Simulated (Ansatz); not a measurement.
## Molecular dynamics, with input and output: AlH4OF (part 1 of 4)

AlH4OF, computed with RKS PBE0/def2-SVP (Ansatz 0.2.0).

It belongs to a series of runs on one base structure; here: dynamics from the highest image of the converged band. Figures and captions count atoms from 1; the log counts them from 0 in places.

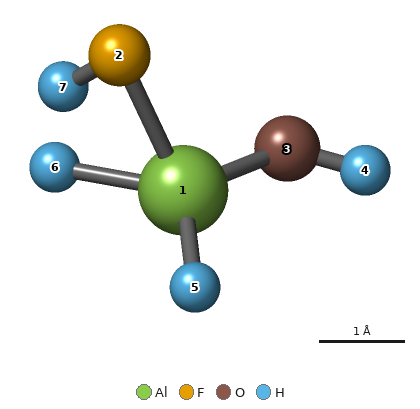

**Figure 1.** The structure as given in the input (ball-and-stick view, seen at a tilt; atoms are numbered from 1 in the order of the input). Sticks mark near contacts. Bond lengths as drawn: Al–F 1.96 Å, Al–H 1.58 to 1.69 Å, Al–O 1.70 Å, F–H 1.04 Å and H–O 0.96 Å.

Summary

| quantity | value |
| --- | --- |
| outcome | finished |
| mean temperature over the second half | 1476 K |
| trajectory | 200 steps, 100 fs |
| ensemble | nve |
| temperature in the input | 300.0 K |
| time step | 0.5 fs |
| potential energy (last step) | −11414.1427 eV |
| mean-field energy (last step) | −11414.1427 eV |
| largest force (length of the vector) (last step) | 2.790 eV/Å |
| hardware | 1 thread of Intel Xeon (Sapphire Rapids), 192 GiB of memory available, shared host |
| wall time | 4.5 min |
| peak memory | 0.13 GiB |

Remarks

So short a trajectory is not equilibrated.

Input file
```yaml
crystal:
  periodic: [false, false, false]
  atoms:
    - { symbol: Al, position_ang: [0.033959, 0.300872, -0.078919] }
    - { symbol: F, position_ang: [-0.023979, 0.10566, 1.866312] }
    - { symbol: O, position_ang: [1.577024, -0.175359, -0.611295] }
    - { symbol: H, position_ang: [1.793928, -0.86626, -1.236995] }
    - { symbol: H, position_ang: [-1.327063, -0.195445, -0.703798] }
    - { symbol: H, position_ang: [0.083644, 1.845198, 0.595701] }
    - { symbol: H, position_ang: [0.040188, 1.116434, 1.615295] }
basis:
  gaussian: { orbitals: def2-SVP }
hamiltonian:
  xc: pbe0
md:
  timestep: 0.5
  n_steps: 200
  ensemble: nve
  temperature: 300.0
  initial_velocities: maxwell_boltzmann
  seed: 8824
```

Launched with:
```bash
ansatz run input.yaml --threads 1 --pin off --max-ram 2048MiB --backend cpu --events-out ev --progress --plain --runs-dir out
```

The program's output
```
Engine: ansatz 0.2.0, x86_64-unknown-linux-gnu
Functional definition: PBE0
  parameter a = 0.25
  parameter kappa = 0.804
  parameter beta = 0.06672455060314922
  exchange = (1 - a)*pbe_x(kappa = kappa, mu = beta*pi^2/3) + a*exact_x
  correlation = pbe_c(beta = beta)
671 factors; integrals over basis functions are off by at most 3.5e-4 eV
mean field evaluation 1: about -11408.2433 eV, gradient 5.4e1 eV
mean field evaluation 2: about -11395.0908 eV, gradient 9.7e1 eV
mean field evaluation 4: about -11413.2566 eV, gradient 5.5e0 eV
mean field evaluation 8: about -11413.3118 eV, gradient 1.8e-2 eV
mean field -11413.31183291 eV, -419.4314736387 hartree, gradient 1.2e-5 eV, S^2 0.000000; 0 other end points of the search recorded, 0 dependent functions left out
the calculation of the forces begins
reference -11413.31186048 eV, -419.4314746519 hartree; 17, 17 occupied and 49, 49 virtual orbitals, 671 factors
md step     0: t =     0.00 fs  T =   300.0 K  F+E_penalty+E_count = -11413.31183291 eV  E_kin = 0.193890 eV  conserved = -11413.11794291 eV  (23 SCF iters)
these checks for a lower state are left out or cut short: starts, cluster_reference, orbital_swaps, neighbouring_geometries, increment
671 factors; integrals over basis functions are off by at most 3.4e-4 eV
mean field evaluation 16: about -11413.2972 eV, gradient 1.8e-3 eV
mean field -11413.30687792 eV, -419.4312915464 hartree, gradient 5.5e-6 eV, S^2 0.000000; 0 other end points of the search recorded, 0 dependent functions left out
the calculation of the forces begins
reference -11413.30690553 eV, -419.4312925611 hartree; 17, 17 occupied and 49, 49 virtual orbitals, 671 factors
md step     1: t =     0.50 fs  T =   292.4 K  F+E_penalty+E_count = -11413.30687792 eV  E_kin = 0.188990 eV  conserved = -11413.11788822 eV  (28 SCF iters)
[... from here on the SCF iterations and repeated set-up lines of each step are left out, up to the last step ...]
md step     2: t =     1.00 fs  T =   271.2 K  F+E_penalty+E_count = -11413.29295995 eV  E_kin = 0.175244 eV  conserved = -11413.11771560 eV  (28 SCF iters)
md step     3: t =     1.50 fs  T =   240.4 K  F+E_penalty+E_count = -11413.27282624 eV  E_kin = 0.155353 eV  conserved = -11413.11747297 eV  (27 SCF iters)
md step     4: t =     2.00 fs  T =   205.9 K  F+E_penalty+E_count = -11413.25031224 eV  E_kin = 0.133084 eV  conserved = -11413.11722824 eV  (27 SCF iters)
md step     5: t =     2.50 fs  T =   173.7 K  F+E_penalty+E_count = -11413.22929450 eV  E_kin = 0.112255 eV  conserved = -11413.11703922 eV  (28 SCF iters)
md step     6: t =     3.00 fs  T =   148.3 K  F+E_penalty+E_count = -11413.21279621 eV  E_kin = 0.095865 eV  conserved = -11413.11693074 eV  (28 SCF iters)
md step     7: t =     3.50 fs  T =   132.6 K  F+E_penalty+E_count = -11413.20258293 eV  E_kin = 0.085689 eV  conserved = -11413.11689400 eV  (28 SCF iters)
md step     8: t =     4.00 fs  T =   127.4 K  F+E_penalty+E_count = -11413.19926936 eV  E_kin = 0.082366 eV  conserved = -11413.11690372 eV  (28 SCF iters)
md step     9: t =     4.50 fs  T =   132.7 K  F+E_penalty+E_count = -11413.20268459 eV  E_kin = 0.085746 eV  conserved = -11413.11693859 eV  (27 SCF iters)
md step    10: t =     5.00 fs  T =   147.3 K  F+E_penalty+E_count = -11413.21219493 eV  E_kin = 0.095205 eV  conserved = -11413.11699035 eV  (27 SCF iters)
md step    11: t =     5.50 fs  T =   169.9 K  F+E_penalty+E_count = -11413.22683842 eV  E_kin = 0.109777 eV  conserved = -11413.11706116 eV  (27 SCF iters)
md step    12: t =     6.00 fs  T =   198.3 K  F+E_penalty+E_count = -11413.24530992 eV  E_kin = 0.128156 eV  conserved = -11413.11715398 eV  (27 SCF iters)
md step    13: t =     6.50 fs  T =   230.0 K  F+E_penalty+E_count = -11413.26593635 eV  E_kin = 0.148672 eV  conserved = -11413.11726416 eV  (27 SCF iters)
md step    14: t =     7.00 fs  T =   262.1 K  F+E_penalty+E_count = -11413.28677019 eV  E_kin = 0.169394 eV  conserved = -11413.11737638 eV  (27 SCF iters)
md step    15: t =     7.50 fs  T =   291.5 K  F+E_penalty+E_count = -11413.30585565 eV  E_kin = 0.188390 eV  conserved = -11413.11746579 eV  (27 SCF iters)
md step    16: t =     8.00 fs  T =   315.8 K  F+E_penalty+E_count = -11413.32163638 eV  E_kin = 0.204129 eV  conserved = -11413.11750694 eV  (24 SCF iters)
md step    17: t =     8.50 fs  T =   334.0 K  F+E_penalty+E_count = -11413.33337760 eV  E_kin = 0.215894 eV  conserved = -11413.11748317 eV  (27 SCF iters)
md step    18: t =     9.00 fs  T =   346.6 K  F+E_penalty+E_count = -11413.34142613 eV  E_kin = 0.224025 eV  conserved = -11413.11740107 eV  (27 SCF iters)
md step    19: t =     9.50 fs  T =   355.6 K  F+E_penalty+E_count = -11413.34711963 eV  E_kin = 0.229826 eV  conserved = -11413.11729398 eV  (26 SCF iters)
md step    20: t =    10.00 fs  T =   363.7 K  F+E_penalty+E_count = -11413.35229057 eV  E_kin = 0.235079 eV  conserved = -11413.11721135 eV  (27 SCF iters)
md step    21: t =    10.50 fs  T =   373.4 K  F+E_penalty+E_count = -11413.35852996 eV  E_kin = 0.241335 eV  conserved = -11413.11719471 eV  (27 SCF iters)
md step    22: t =    11.00 fs  T =   385.8 K  F+E_penalty+E_count = -11413.36658596 eV  E_kin = 0.249337 eV  conserved = -11413.11724902 eV  (27 SCF iters)
md step    23: t =    11.50 fs  T =   400.7 K  F+E_penalty+E_count = -11413.37632085 eV  E_kin = 0.258995 eV  conserved = -11413.11732561 eV  (27 SCF iters)
md step    24: t =    12.00 fs  T =   418.0 K  F+E_penalty+E_count = -11413.38745473 eV  E_kin = 0.270123 eV  conserved = -11413.11733131 eV  (27 SCF iters)
md step    25: t =    12.50 fs  T =   439.0 K  F+E_penalty+E_count = -11413.40091215 eV  E_kin = 0.283737 eV  conserved = -11413.11717541 eV  (26 SCF iters)
md step    26: t =    13.00 fs  T =   469.1 K  F+E_penalty+E_count = -11413.42001292 eV  E_kin = 0.303156 eV  conserved = -11413.11685660 eV  (26 SCF iters)
md step    27: t =    13.50 fs  T =   516.3 K  F+E_penalty+E_count = -11413.45023588 eV  E_kin = 0.333700 eV  conserved = -11413.11653636 eV  (27 SCF iters)
md step    28: t =    14.00 fs  T =   588.2 K  F+E_penalty+E_count = -11413.49663421 eV  E_kin = 0.380152 eV  conserved = -11413.11648209 eV  (27 SCF iters)
md step    29: t =    14.50 fs  T =   685.6 K  F+E_penalty+E_count = -11413.55992025 eV  E_kin = 0.443076 eV  conserved = -11413.11684457 eV  (27 SCF iters)
md step    30: t =    15.00 fs  T =   799.8 K  F+E_penalty+E_count = -11413.63439723 eV  E_kin = 0.516911 eV  conserved = -11413.11748656 eV  (27 SCF iters)
md step    31: t =    15.50 fs  T =   916.0 K  F+E_penalty+E_count = -11413.71006702 eV  E_kin = 0.591983 eV  conserved = -11413.11808361 eV  (27 SCF iters)
md step    32: t =    16.00 fs  T =  1019.8 K  F+E_penalty+E_count = -11413.77748248 eV  E_kin = 0.659106 eV  conserved = -11413.11837611 eV  (27 SCF iters)
md step    33: t =    16.50 fs  T =  1103.9 K  F+E_penalty+E_count = -11413.83175510 eV  E_kin = 0.713453 eV  conserved = -11413.11830247 eV  (27 SCF iters)
md step    34: t =    17.00 fs  T =  1169.3 K  F+E_penalty+E_count = -11413.87367722 eV  E_kin = 0.755721 eV  conserved = -11413.11795599 eV  (24 SCF iters)
md step    35: t =    17.50 fs  T =  1223.8 K  F+E_penalty+E_count = -11413.90840705 eV  E_kin = 0.790914 eV  conserved = -11413.11749316 eV  (27 SCF iters)
md step    36: t =    18.00 fs  T =  1278.0 K  F+E_penalty+E_count = -11413.94304759 eV  E_kin = 0.825972 eV  conserved = -11413.11707553 eV  (26 SCF iters)
md step    37: t =    18.50 fs  T =  1341.8 K  F+E_penalty+E_count = -11413.98406616 eV  E_kin = 0.867221 eV  conserved = -11413.11684540 eV  (27 SCF iters)
md step    38: t =    19.00 fs  T =  1420.5 K  F+E_penalty+E_count = -11414.03500942 eV  E_kin = 0.918097 eV  conserved = -11413.11691237 eV  (26 SCF iters)
md step    39: t =    19.50 fs  T =  1512.4 K  F+E_penalty+E_count = -11414.09480985 eV  E_kin = 0.977482 eV  conserved = -11413.11732751 eV  (27 SCF iters)
md step    40: t =    20.00 fs  T =  1607.8 K  F+E_penalty+E_count = -11414.15712512 eV  E_kin = 1.039091 eV  conserved = -11413.11803372 eV  (26 SCF iters)
md step    41: t =    20.50 fs  T =  1690.7 K  F+E_penalty+E_count = -11414.21149884 eV  E_kin = 1.092712 eV  conserved = -11413.11878638 eV  (26 SCF iters)
md step    42: t =    21.00 fs  T =  1745.8 K  F+E_penalty+E_count = -11414.24743800 eV  E_kin = 1.128321 eV  conserved = -11413.11911734 eV  (27 SCF iters)
md step    43: t =    21.50 fs  T =  1768.5 K  F+E_penalty+E_count = -11414.26153713 eV  E_kin = 1.142974 eV  conserved = -11413.11856347 eV  (27 SCF iters)
md step    44: t =    22.00 fs  T =  1773.8 K  F+E_penalty+E_count = -11414.26369361 eV  E_kin = 1.146402 eV  conserved = -11413.11729164 eV  (27 SCF iters)
md step    45: t =    22.50 fs  T =  1790.4 K  F+E_penalty+E_count = -11414.27353685 eV  E_kin = 1.157114 eV  conserved = -11413.11642281 eV  (27 SCF iters)
md step    46: t =    23.00 fs  T =  1836.5 K  F+E_penalty+E_count = -11414.30388885 eV  E_kin = 1.186942 eV  conserved = -11413.11694702 eV  (27 SCF iters)
md step    47: t =    23.50 fs  T =  1901.0 K  F+E_penalty+E_count = -11414.34700429 eV  E_kin = 1.228637 eV  conserved = -11413.11836753 eV  (27 SCF iters)
md step    48: t =    24.00 fs  T =  1952.9 K  F+E_penalty+E_count = -11414.38150883 eV  E_kin = 1.262128 eV  conserved = -11413.11938063 eV  (27 SCF iters)
md step    49: t =    24.50 fs  T =  1967.8 K  F+E_penalty+E_count = -11414.39116143 eV  E_kin = 1.271773 eV  conserved = -11413.11938881 eV  (26 SCF iters)
md step    50: t =    25.00 fs  T =  1943.2 K  F+E_penalty+E_count = -11414.37456605 eV  E_kin = 1.255883 eV  conserved = -11413.11868275 eV  (26 SCF iters)
md step    51: t =    25.50 fs  T =  1893.8 K  F+E_penalty+E_count = -11414.34177350 eV  E_kin = 1.223976 eV  conserved = -11413.11779774 eV  (27 SCF iters)
md step    52: t =    26.00 fs  T =  1840.0 K  F+E_penalty+E_count = -11414.30629767 eV  E_kin = 1.189179 eV  conserved = -11413.11711858 eV  (25 SCF iters)
md step    53: t =    26.50 fs  T =  1797.9 K  F+E_penalty+E_count = -11414.27882267 eV  E_kin = 1.161979 eV  conserved = -11413.11684388 eV  (27 SCF iters)
md step    54: t =    27.00 fs  T =  1774.3 K  F+E_penalty+E_count = -11414.26374856 eV  E_kin = 1.146701 eV  conserved = -11413.11704724 eV  (26 SCF iters)
md step    55: t =    27.50 fs  T =  1764.3 K  F+E_penalty+E_count = -11414.25794143 eV  E_kin = 1.140255 eV  conserved = -11413.11768621 eV  (27 SCF iters)
md step    56: t =    28.00 fs  T =  1753.2 K  F+E_penalty+E_count = -11414.25161351 eV  E_kin = 1.133077 eV  conserved = -11413.11853628 eV  (27 SCF iters)
md step    57: t =    28.50 fs  T =  1722.3 K  F+E_penalty+E_count = -11414.23223684 eV  E_kin = 1.113120 eV  conserved = -11413.11911658 eV  (27 SCF iters)
md step    58: t =    29.00 fs  T =  1660.8 K  F+E_penalty+E_count = -11414.19222003 eV  E_kin = 1.073403 eV  conserved = -11413.11881700 eV  (27 SCF iters)
md step    59: t =    29.50 fs  T =  1578.6 K  F+E_penalty+E_count = -11414.13771424 eV  E_kin = 1.020224 eV  conserved = -11413.11749066 eV  (27 SCF iters)
md step    60: t =    30.00 fs  T =  1506.2 K  F+E_penalty+E_count = -11414.08958847 eV  E_kin = 0.973486 eV  conserved = -11413.11610268 eV  (26 SCF iters)
md step    61: t =    30.50 fs  T =  1473.8 K  F+E_penalty+E_count = -11414.06857007 eV  E_kin = 0.952531 eV  conserved = -11413.11603941 eV  (27 SCF iters)
md step    62: t =    31.00 fs  T =  1482.8 K  F+E_penalty+E_count = -11414.07565893 eV  E_kin = 0.958349 eV  conserved = -11413.11731030 eV  (27 SCF iters)
md step    63: t =    31.50 fs  T =  1506.1 K  F+E_penalty+E_count = -11414.09197474 eV  E_kin = 0.973419 eV  conserved = -11413.11855549 eV  (27 SCF iters)
md step    64: t =    32.00 fs  T =  1515.0 K  F+E_penalty+E_count = -11414.09794995 eV  E_kin = 0.979118 eV  conserved = -11413.11883219 eV  (27 SCF iters)
md step    65: t =    32.50 fs  T =  1500.2 K  F+E_penalty+E_count = -11414.08787363 eV  E_kin = 0.969597 eV  conserved = -11413.11827620 eV  (27 SCF iters)
md step    66: t =    33.00 fs  T =  1472.4 K  F+E_penalty+E_count = -11414.06907780 eV  E_kin = 0.951622 eV  conserved = -11413.11745540 eV  (27 SCF iters)
md step    67: t =    33.50 fs  T =  1449.7 K  F+E_penalty+E_count = -11414.05376345 eV  E_kin = 0.936962 eV  conserved = -11413.11680175 eV  (27 SCF iters)
md step    68: t =    34.00 fs  T =  1447.5 K  F+E_penalty+E_count = -11414.05201616 eV  E_kin = 0.935491 eV  conserved = -11413.11652511 eV  (26 SCF iters)
md step    69: t =    34.50 fs  T =  1472.1 K  F+E_penalty+E_count = -11414.06811117 eV  E_kin = 0.951412 eV  conserved = -11413.11669956 eV  (27 SCF iters)
md step    70: t =    35.00 fs  T =  1519.2 K  F+E_penalty+E_count = -11414.09915752 eV  E_kin = 0.981845 eV  conserved = -11413.11731266 eV  (27 SCF iters)
md step    71: t =    35.50 fs  T =  1573.9 K  F+E_penalty+E_count = -11414.13544116 eV  E_kin = 1.017228 eV  conserved = -11413.11821269 eV  (24 SCF iters)
md step    72: t =    36.00 fs  T =  1615.7 K  F+E_penalty+E_count = -11414.16322417 eV  E_kin = 1.044225 eV  conserved = -11413.11899872 eV  (27 SCF iters)
md step    73: t =    36.50 fs  T =  1628.1 K  F+E_penalty+E_count = -11414.17131035 eV  E_kin = 1.052253 eV  conserved = -11413.11905746 eV  (27 SCF iters)
md step    74: t =    37.00 fs  T =  1612.4 K  F+E_penalty+E_count = -11414.16015112 eV  E_kin = 1.042105 eV  conserved = -11413.11804623 eV  (27 SCF iters)
md step    75: t =    37.50 fs  T =  1592.5 K  F+E_penalty+E_count = -11414.14587540 eV  E_kin = 1.029224 eV  conserved = -11413.11665103 eV  (27 SCF iters)
md step    76: t =    38.00 fs  T =  1598.3 K  F+E_penalty+E_count = -11414.14928551 eV  E_kin = 1.032980 eV  conserved = -11413.11630543 eV  (27 SCF iters)
md step    77: t =    38.50 fs  T =  1637.0 K  F+E_penalty+E_count = -11414.17542620 eV  E_kin = 1.058006 eV  conserved = -11413.11741991 eV  (27 SCF iters)
md step    78: t =    39.00 fs  T =  1685.1 K  F+E_penalty+E_count = -11414.20789681 eV  E_kin = 1.089099 eV  conserved = -11413.11879737 eV  (27 SCF iters)
md step    79: t =    39.50 fs  T =  1711.7 K  F+E_penalty+E_count = -11414.22553351 eV  E_kin = 1.106249 eV  conserved = -11413.11928451 eV  (27 SCF iters)
md step    80: t =    40.00 fs  T =  1703.2 K  F+E_penalty+E_count = -11414.21961621 eV  E_kin = 1.100788 eV  conserved = -11413.11882847 eV  (27 SCF iters)
md step    81: t =    40.50 fs  T =  1667.8 K  F+E_penalty+E_count = -11414.19586501 eV  E_kin = 1.077883 eV  conserved = -11413.11798245 eV  (26 SCF iters)
md step    82: t =    41.00 fs  T =  1623.8 K  F+E_penalty+E_count = -11414.16671470 eV  E_kin = 1.049477 eV  conserved = -11413.11723733 eV  (26 SCF iters)
md step    83: t =    41.50 fs  T =  1588.7 K  F+E_penalty+E_count = -11414.14359813 eV  E_kin = 1.026760 eV  conserved = -11413.11683770 eV  (27 SCF iters)
md step    84: t =    42.00 fs  T =  1571.8 K  F+E_penalty+E_count = -11414.13270321 eV  E_kin = 1.015842 eV  conserved = -11413.11686147 eV  (27 SCF iters)
md step    85: t =    42.50 fs  T =  1572.3 K  F+E_penalty+E_count = -11414.13348572 eV  E_kin = 1.016185 eV  conserved = -11413.11730052 eV  (27 SCF iters)
md step    86: t =    43.00 fs  T =  1579.5 K  F+E_penalty+E_count = -11414.13887050 eV  E_kin = 1.020827 eV  conserved = -11413.11804336 eV  (27 SCF iters)
md step    87: t =    43.50 fs  T =  1576.1 K  F+E_penalty+E_count = -11414.13737871 eV  E_kin = 1.018605 eV  conserved = -11413.11877382 eV  (27 SCF iters)
md step    88: t =    44.00 fs  T =  1546.5 K  F+E_penalty+E_count = -11414.11846710 eV  E_kin = 0.999531 eV  conserved = -11413.11893646 eV  (26 SCF iters)
md step    89: t =    44.50 fs  T =  1489.8 K  F+E_penalty+E_count = -11414.08097240 eV  E_kin = 0.962888 eV  conserved = -11413.11808436 eV  (23 SCF iters)
md step    90: t =    45.00 fs  T =  1427.0 K  F+E_penalty+E_count = -11414.03889750 eV  E_kin = 0.922262 eV  conserved = -11413.11663508 eV  (27 SCF iters)
md step    91: t =    45.50 fs  T =  1389.7 K  F+E_penalty+E_count = -11414.01413501 eV  E_kin = 0.898177 eV  conserved = -11413.11595801 eV  (27 SCF iters)
md step    92: t =    46.00 fs  T =  1392.3 K  F+E_penalty+E_count = -11414.01667730 eV  E_kin = 0.899870 eV  conserved = -11413.11680689 eV  (27 SCF iters)
md step    93: t =    46.50 fs  T =  1417.2 K  F+E_penalty+E_count = -11414.03419608 eV  E_kin = 0.915966 eV  conserved = -11413.11822958 eV  (27 SCF iters)
md step    94: t =    47.00 fs  T =  1433.3 K  F+E_penalty+E_count = -11414.04522725 eV  E_kin = 0.926314 eV  conserved = -11413.11891365 eV  (27 SCF iters)
md step    95: t =    47.50 fs  T =  1423.1 K  F+E_penalty+E_count = -11414.03832086 eV  E_kin = 0.919732 eV  conserved = -11413.11858926 eV  (27 SCF iters)
md step    96: t =    48.00 fs  T =  1391.6 K  F+E_penalty+E_count = -11414.01718760 eV  E_kin = 0.899420 eV  conserved = -11413.11776805 eV  (27 SCF iters)
md step    97: t =    48.50 fs  T =  1356.7 K  F+E_penalty+E_count = -11413.99380694 eV  E_kin = 0.876804 eV  conserved = -11413.11700252 eV  (27 SCF iters)
md step    98: t =    49.00 fs  T =  1335.8 K  F+E_penalty+E_count = -11413.97991690 eV  E_kin = 0.863323 eV  conserved = -11413.11659371 eV  (27 SCF iters)
md step    99: t =    49.50 fs  T =  1338.8 K  F+E_penalty+E_count = -11413.98191493 eV  E_kin = 0.865280 eV  conserved = -11413.11663532 eV  (28 SCF iters)
md step   100: t =    50.00 fs  T =  1364.6 K  F+E_penalty+E_count = -11413.99906633 eV  E_kin = 0.881959 eV  conserved = -11413.11710731 eV  (28 SCF iters)
md step   101: t =    50.50 fs  T =  1401.7 K  F+E_penalty+E_count = -11414.02380865 eV  E_kin = 0.905918 eV  conserved = -11413.11789107 eV  (27 SCF iters)
md step   102: t =    51.00 fs  T =  1431.6 K  F+E_penalty+E_count = -11414.04392116 eV  E_kin = 0.925223 eV  conserved = -11413.11869827 eV  (27 SCF iters)
md step   103: t =    51.50 fs  T =  1436.6 K  F+E_penalty+E_count = -11414.04745864 eV  E_kin = 0.928445 eV  conserved = -11413.11901347 eV  (27 SCF iters)
md step   104: t =    52.00 fs  T =  1411.7 K  F+E_penalty+E_count = -11414.03075091 eV  E_kin = 0.912410 eV  conserved = -11413.11834081 eV  (26 SCF iters)
```
